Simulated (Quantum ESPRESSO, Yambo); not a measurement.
# MgO (Periclase): G0W0 with Yambo, start to end, part 2 of 2

Wanted: ground state, empty states, screening and self-energy for MgO (Periclase).

Quantum ESPRESSO 7.5 and Yambo 5.3.0; PBE and many-body steps on it, plane waves. Known limits of the many-body steps: not at the basis limit; coarse k mesh.

So far. Step 3 (Bands along the symmetry lines): The gap is 4.733 eV, as in the run before at this level. Step 4 (Empty states on the mesh, 4×4×4 mesh, 50 bands): On this mesh the gap is 4.733 eV.

The database entry behind the starting cell differs from later determinations by our own check (about 0.1 % long), so it need not match the best structure at ambient conditions.

## (5) Conversion and set-up

This step: Yambo 5.3.0; conversion and set-up on PBE, plane waves, norm-conserving pseudopotentials.

The states are converted to the many-body program's format and the q mesh is built.

Launch:

```bash
> (cd o/x.save; p2y > p2y.log; mv SAVE ../..); yambo > setup.log
```

The program printed:

```text
 Yambo, version 5.3.0

 [02] CORE Variables Setup
 =========================

  [02.01] Unit cells
  ==================

  Cell kind             :  FCC
  Atoms in the cell     :  Mg  O
  number of Mg atoms    :  1
  number of O  atoms    :  1

  List of atomic masses
  Mass of Mg    :  24.30500
  Mass of O     :  15.99900

  List of atomic coordinates    : [cc]
  Mg1       :  0.000000  0.000000  0.000000  order 1
  O1       :  3.984488  3.984488  3.984488  order 2

  Alat factors          :  3.984488  3.984488  3.984488 [a.u.]
  Direct lattice volume :  126.5166 [a.u.]
  Direct lattice vectors:  A[ 1 ]  A[ 2 ]  A[ 3 ]
   A[ 1 ]: -0.000000  1.000000  1.000000  [iru]
  -0.000000  3.984488  3.984488  [cc]
   A[ 2 ]:  1.000000  0.000000  1.000000  [iru]
   3.984488  0.000000  3.984488  [cc]
   A[ 3 ]:  1.000000  1.000000  0.000000  [iru]
   3.984488  3.984488  0.000000  [cc]

  Recip. lattice volume :  1.960614 [a.u.]
  Recip. lattice vectors:  B[ 1 ]  B[ 2 ]  B[ 3 ]
   B[ 1 ]: -0.500000  0.500000  0.500000  [iku]
  -0.788456  0.788456  0.788456  [cc]
   B[ 2 ]:  0.500000 -0.500000  0.500000  [iku]
   0.788456 -0.788456  0.788456  [cc]
   B[ 3 ]:  0.500000  0.500000 -0.500000  [iku]
   0.788456  0.788456 -0.788456  [cc]

  [02.02] Symmetries
  ==================

  Inversion symmetry    : yes
  Spatial inversion     : yes
  Inversion index       :  25
  K-space Time-reversal : no
  Magnetic symmetries   : no
  Group table correct   : yes
  Symmetries units      :  [cc]

   [S  1]:   1.0000     -0.13128E-16 -0.13128E-16 -0.13128E-16   1.0000      0.13128E-16  0.13128E-16  0.13128E-16   1.0000
   [S  2]:  -1.0000      0.13128E-16 -0.13128E-16  0.13128E-16  -1.0000      0.13128E-16 -0.13128E-16 -0.13128E-16   1.0000
   [S  3]:  -1.0000     -0.13128E-16  0.13128E-16  0.13128E-16   1.0000     -0.13128E-16 -0.13128E-16  0.13128E-16  -1.0000
[...]
[... 36 further rows ...]
   [S 47]: -0.13128E-16   1.0000      0.13128E-16  0.13128E-16 -0.13128E-16  -1.0000       1.0000      0.13128E-16 -0.13128E-16
   [S 48]: -0.13128E-16  -1.0000     -0.13128E-16  0.13128E-16  0.13128E-16   1.0000       1.0000     -0.13128E-16  0.13128E-16

  [02.03] Reciprocal space
  ========================

  nG shells         :  165
  nG charge         :  11311
  nG WFs            :  1863
  nC WFs            :  1428
  G-vecs. in first 16 shells:  [ Number ]
     1    9   15   27   51   59   65   89  113
   137  169  181  229  259  283  307
  ...
  Shell energy in first 16 shells:  [ mHa ]
    0.00000      932.494      1243.33      2486.65      3419.14      3729.98      4973.30      5905.80      6216.63
    7459.95      8392.45      9946.60      10879.1      11189.9      12433.3      13365.7
  ...

  [02.04] K-grid lattice
  ======================

  Compatible Grid is   : 3D
  Base K vectors       :  K_min[ 1 ]  K_min[ 2 ]  K_min[ 3 ]
[...]
BZ  K-points                                      :   64

  K/Q-points units:
  rlu = crystal or reduced units; cc = cartesian coordinates; iku = interal k-units

  K [1]          [rlu]:  0.000000  0.000000  0.000000
         WF components:  1411
  K [2]          [rlu]:  0.15368E-17  0.15368E-17  0.25000
         WF components:  1405
  K [3]          [rlu]: -0.30736E-17 -0.30736E-17 -0.50000
         WF components:  1404
  K [4]          [rlu]:  0.94682E-17  0.25000      0.25000
         WF components:  1427
  K [5]          [rlu]: -0.11041E-16  0.25000     -0.50000
         WF components:  1423
  [... 2 further k-points ...]
  K [8]          [rlu]:  0.250000 -0.500000 -0.250000
         WF components:  1424

  [02.05] Energies & Occupations
  ==============================

  [X] === General ===
  [X] Electronic Temperature                        :  0.000000  0.000000 [eV K]
  [X] Bosonic    Temperature                        :  0.000000  0.000000 [eV K]
  [X] Finite Temperature mode                       : no
  [X] El. density                                   :  0.85343E+24 [cm-3]
  [X] Fermi Level                                   :  8.010855 [eV]

  [X] === Gaps and Widths ===
  [X] Conduction Band Min                           :  4.733022 [eV]
  [X] Valence Band Max                              :  0.000000 [eV]
  [X] Filled Bands                                  :   8
  [X] Empty Bands                                   :    9   50
  [X] Direct Gap                                    :  4.733022 [eV]
  [X] Direct Gap localized at k                     :  1
  [X] Indirect Gap                                  :  4.733022 [eV]
  [X] Indirect Gap between kpts                     :  1  1
  [X] Last valence band width                       :  1.746695 [eV]
  [X] 1st conduction band width                     :  6.928393 [eV]

  E @ K [1]:  [eV]
   -72.374      -39.124      -39.124      -39.124      -17.171     -0.70226E-09 -0.36839E-09   0.0000
    4.73302  15.93871  15.93871  15.93871  19.70034  21.71377  21.71377  24.25421
  occ @ K [1]
   2.000000  2.000000  2.000000  2.000000  2.000000  2.000000  2.000000  2.000000
[...]
E @ K [2]:  [eV]
[...]
occ @ K [2]
[...]
E @ K [3]:  [eV]
[...]
occ @ K [3]
[...]
E @ K [4]:  [eV]
[...]
occ @ K [4]
[...]
E @ K [5]:  [eV]
[...]
occ @ K [5]
[...]
[... 2 further k-points ...]
  E @ K [8]:  [eV]
[...]
occ @ K [8]
   2.000000  2.000000  2.000000  2.000000  2.000000  2.000000  2.000000  2.000000
   0.000000  0.000000  0.000000  0.000000  0.000000  0.000000  0.000000  0.000000

 [03] Transferred momenta grid and indexing
 ==========================================

 IBZ Q-points                                      :   8
 BZ  Q-points                                      :   64

 K/Q-points units:
 rlu = crystal or reduced units; cc = cartesian coordinates; iku = interal k-units

 Q [1]          [rlu]:  0.000000  0.000000  0.000000
 Q [2]          [rlu]:  0.15368E-17  0.15368E-17  0.25000
 Q [3]          [rlu]: -0.30736E-17 -0.30736E-17 -0.50000
[...]
Q [7]          [rlu]: -0.18936E-16 -0.50000     -0.50000
 Q [8]          [rlu]:  0.250000 -0.500000 -0.250000

  [03.01] X indexes
  =================

   [03.01.01] Sigma indexes
   ========================

 [06] Game Over & Game summary
```

Run time: 1.8 s. Hardware: 1 MPI rank of Arm Neoverse V1, shared host; peak memory 0.23 GiB.

## (6) Screening and self-energy, 4×4×4 mesh, 50 bands, screening to 163.3 eV

Now the one-shot GW correction: screening in the RPA, then the self-energy of the levels asked for.

This step: G0W0 on PBE, plane waves, norm-conserving pseudopotentials.

gw1.in reads:

```
HF_and_locXC
gw0
dyson
ppa
em1d
rim_cut
RandQpts= 1000000
RandGvec= 1 RL
EXXRLvcs= 76 Ry
VXCRLvcs= 304 Ry
Chimod= "HARTREE"
% BndsRnXp
 1 | 50 |
%
NGsBlkXp= 12 Ry
% LongDrXp
 1 | 1 | 1 |
%
% GbndRnge
 1 | 50 |
%
DysSolver= "n"
ExtendOut
PPAPntXp= 27.21138 eV
% QPkrange
 1 | 1 | 7 | 10 |
%
```

Launch:

```bash
> OMP_NUM_THREADS=1 mpirun -n 4 yambo -F gw1.in -J gw1 -C gw1 > gw1.log
```

The program printed:

```text
 Yambo, version 5.3.0

 [02] CORE Variables Setup
 =========================

  [... cell, symmetries and grids as in the set-up ...]

  [02.05] Energies & Occupations
  ==============================

  [X] === General ===
  [X] Electronic Temperature                        :  0.000000  0.000000 [eV K]
  [X] Bosonic    Temperature                        :  0.000000  0.000000 [eV K]
  [X] Finite Temperature mode                       : no
  [X] El. density                                   :  0.85343E+24 [cm-3]
  [X] Fermi Level                                   :  8.010855 [eV]

  [X] === Gaps and Widths ===
  [X] Conduction Band Min                           :  4.733022 [eV]
  [X] Valence Band Max                              :  0.000000 [eV]
  [X] Filled Bands                                  :   8
  [X] Empty Bands                                   :    9   50
  [X] Direct Gap                                    :  4.733022 [eV]
  [X] Direct Gap localized at k                     :  1
  [X] Indirect Gap                                  :  4.733022 [eV]
  [X] Indirect Gap between kpts                     :  1  1
  [X] Last valence band width                       :  1.746695 [eV]
  [X] 1st conduction band width                     :  6.928393 [eV]

 [03] Transferred momenta grid and indexing
 ==========================================

 IBZ Q-points                                      :   8
 BZ  Q-points                                      :   64

 K/Q-points units:
 rlu = crystal or reduced units; cc = cartesian coordinates; iku = interal k-units

 Q [1]          [rlu]:  0.000000  0.000000  0.000000
 Q [2]          [rlu]:  0.15368E-17  0.15368E-17  0.25000
 Q [3]          [rlu]: -0.30736E-17 -0.30736E-17 -0.50000
 Q [4]          [rlu]:  0.94682E-17  0.25000      0.25000
 Q [5]          [rlu]: -0.96335E-17  0.25000      0.50000
 Q [6]          [rlu]: -0.30736E-17  0.25000     -0.25000
 Q [7]          [rlu]: -0.18936E-16 -0.50000     -0.50000
 Q [8]          [rlu]:  0.250000 -0.500000 -0.250000

 [04] Coloumb potential Random Integration (RIM)
 ===============================================

  [04.01] RIM initialization
  ==========================

  * Diagonal components only detected *

  8 x (sBL volume)        :  0.245077 [a.u.]
  sBZ random points       :  1000000
  Points outside the sBZ  :   7968281
  RL volume               :  1.960614 [a.u.]
  Integrated volume       :  1.968419 [a.u.]

  [04.02] RIM integrals
  =====================

  Gamma point sphere radius             :  0.113514 [a.u.]
  Points outside the sphere             :   800476
  [Int_sBZ(q=0) 1/q^2]*(Vol_sBZ)^(-1/3) =:  7.776341
                                 should be <:  7.795600

  Summary of Coulomb integrals for non-metallic bands |Q|[au] RIM/Bare

  Q [1] 0.100000E-4 0.997530 * Q [2] 0.341411 1.068930
  Q [4] 0.394228 1.068679 * Q [6] 0.557523 1.029814
  Q [5] 0.653753 1.023420 * Q [3] 0.682823 1.020347
  Q [7] 0.788456 1.016896 * Q [8] 0.881520 1.013834

 [05] Dipoles
 ============

  [05.01] Setup: observables and procedures
  =========================================

 [06] Dynamic Dielectric Matrix (PPA)
 ====================================

 [WR./gw1//ndb.pp]---------------------------------------------------------------
  Brillouin Zone Q/K grids (IBZ/BZ)                :    8   64    8   64
  RL vectors                                       :  1893 [WF]
  Coulomb cutoff potential                         : none
  Electronic Temperature                           :  0.000000 [K]
  Bosonic    Temperature                           :  0.000000 [K]
  PPA    diel. fun.  energies                      : Perdew, Burke & Ernzerhof(X)+Perdew, Burke & Ernzerhof(C)
  wavefunctions                                    : Perdew, Burke & Ernzerhof(X)+Perdew, Burke & Ernzerhof(C)
  Global Gauge                                     : length
  X matrix size                                    :  113
  X band range                                     :    1   50
  X e/h energy range                               : -1.000000 -1.000000 [eV]
  X Time ordering                                  : R
  X Hxc Kernel                                     : HARTREE
  X Drude frequency                                :  0.000000  0.000000
  X poles                                          :  100.0000 [o/o]
  RL vectors in the sum                            :  1893
  [r,Vnl] included                                 : yes
  Field direction                                  :  0.577350E-5  0.577350E-5  0.577350E-5
  BZ energy Double Grid                            : no
  BZ energy DbGd points                            : 0
  BZ Q point size factor                           : -1.000000
  X Optical Averaged directions                    : none

 [07] Local Exchange-Correlation + Non-Local Fock
 ================================================

 [VXC] Plane waves :  11311
 [EXS] Plane waves :  1459

 QP @ state[ 1 ] K range:  1  1
 QP @ state[ 1 ] b range:   7  10

 [xc] Functional : Perdew, Burke & Ernzerhof(X)+Perdew, Burke & Ernzerhof(C)
 [xc] LIBXC used to calculate xc functional
  PP Number of Atomic Species                      :  2
  NLCC RL compoments                               :  11311
  PP Number of Atomic Species                      :  2
  NLCC RL compoments                               :  11311

 [xc] E_xc :  -11.58643 [Ha]
      E_xc :  -23.17287 [Ry]

  Local XC kind (lXC) : Perdew, Burke & Ernzerhof(X)+Perdew, Burke & Ernzerhof(C)
  Non-Local XC kind (nlXC) : Hartree-Fock

  Corrections @ K [1] :  [eV]
 <7|nlXC|7> = -25.49778 -0.13063E-16 <7|lXC|7> = -20.11168 -0.28322E-15
 <8|nlXC|8> = -25.49773  0.44866E-17 <8|lXC|8> = -20.11168  0.18882E-15
 <9|nlXC|9> = -8.797441  0.26001E-17 <9|lXC|9> = -13.44687 -0.34956E-18
 <10|nlXC|10> = -3.682436  0.23662E-18 <10|lXC|10> = -9.561361 -0.18882E-15

 [08] Dyson equation: Newton solver
 ==================================

  [08.01] G0W0 (W PPA)
  ====================

  [  GW  ] Bands range     :    1   50
  [GW/PPA] G damping       :  0.100000 [eV]

  QP @ state[ 1 ] K range:  1  1
  QP @ state[ 1 ] b range:   7  10

   Sc/G bands                                       :    1   50
   Sc/G damping                                     :  0.100000 ev
   Sc bands terminator                              : no
   Sx RL components                                 :  1459

   QP @ state[ 1 ] K range                          :  1  1
   QP @ state[ 1 ] b range                          :   7  10
   GF energies kind                                 : Perdew, Burke & Ernzerhof(X)+Perdew, Burke & Ernzerhof(C)
   GF WF`s kind                                     : Perdew, Burke & Ernzerhof(X)+Perdew, Burke & Ernzerhof(C)
   Xs energies kind                                 : Perdew, Burke & Ernzerhof(X)+Perdew, Burke & Ernzerhof(C)
   Xs WF`s kind                                     : Perdew, Burke & Ernzerhof(X)+Perdew, Burke & Ernzerhof(C)

 [11] Game Over & Game summary
```

Elapsed: 9.5 s, on 4 MPI ranks; peak memory 1 GiB.

Numbers from this step:

* G0W0 gap on the points computed: 6.882 eV
* starting gap on the mesh: 4.733 eV
* k of the valence top: 0, 0, 0
* k of the conduction bottom: 0, 0, 0
* least direct G0W0 gap on the computed points: 6.882 eV
* Z at the valence top: 0.8011
* Z at the conduction bottom: 0.8513

The gap on the mesh goes from 4.73 eV to 6.88 eV, a correction of +2.15 eV.

Limits: finite bands, cutoff and mesh; coarse k mesh. v1 is the top filled band, c1 the lowest empty one. Levels before and after the correction, in eV, zero at the valence-band top of each column:

|  | conduction bottom | valence top |
| --- | --- | --- |
| Kohn-Sham | 4.73 | 0.00 |
| G0W0 | 6.88 | 0.00 |

|  | level | energy (eV) |
| --- | --- | --- |
| Kohn-Sham | Γ v2-v1 | 0.000 |
| Kohn-Sham | Γ c1 | 4.733 |
| Kohn-Sham | Γ c2 | 15.939 |
| G0W0 | Γ v2-v1 | 0.000 |
| G0W0 | Γ c1 | 6.882 |
| G0W0 | Γ c2 | 18.244 |

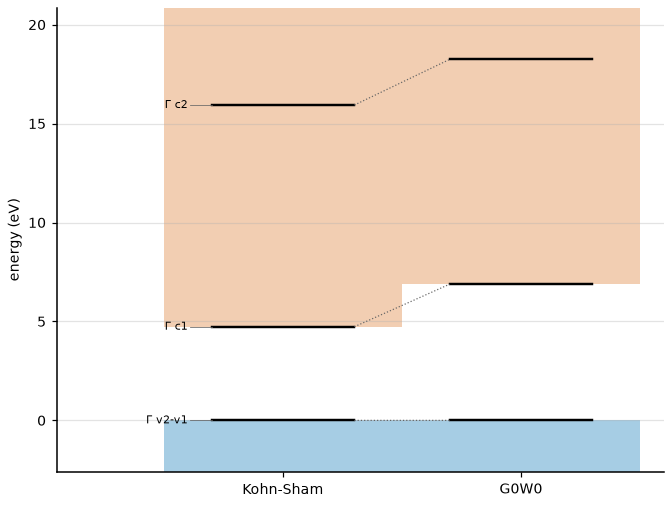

Levels before and after the correction. Shaded: valence and conduction bands.

## (7) Where the time went

Times are wall times on the hardware named with each run, good to a factor of about two.

| step | time | share | memory (GiB) |
| --- | --- | --- | --- |
| ground state | 2.2 s | 14 % | 0.19 |
| bands along the symmetry lines | 1.4 s | 9 % | 0.05 |
| empty states on the mesh | 1.3 s | 8 % | 0.05 |
| conversion and set-up | 1.8 s | 11 % | 0.23 |
| screening and self-energy | 9.5 s | 58 % | 1.0 |

## (8) Results

| Item | Value |
| --- | --- |
| PBE gap | 4.73 eV, direct |
| G0W0 gap on the mesh | 6.88 eV |
| GW settings | 4×4×4 mesh, 50 bands, screening to 163.3 eV, Godby-Needs plasmon pole |
| known limits | not at the basis limit; coarse k mesh |

In words: G0W0 moves the gap on the mesh from 4.73 eV to 6.88 eV (+2.15 eV), with Z of 0.80 and 0.85 at the edges. Only 1 of the mesh's irreducible points was corrected, so a valley elsewhere could overtake. The dearest step here is «screening and self-energy». Bands and cutoff are finite, so the gap is not at the basis limit. The miss can reach some tenths of an eV and take either sign; the mesh is an error of its own. In the G0W0 run levels were corrected at 1 k point alone, so a gap called «on the mesh» is the least over those, and an edge elsewhere would be missed. The 4×4×4 mesh is coarse for this cell, which bears on the long-range parts of exchange and screening.

[Paths, hosts, dates, memory and timing lines, banners, echoed tables and standing remarks are left out of the program output.]

[Logs are printed without paths, hosts, clocks, repeated set-up lines and the standing remarks that a program may print on its own settings, such as how far it seeks lower states.]

[Runs of the session that timed out or met a known fault of the program may be left out.]

[Hosts, paths, dates, database ids (printed as entryN), source tags and the programs' standing remarks are cut or masked in the printed files.]
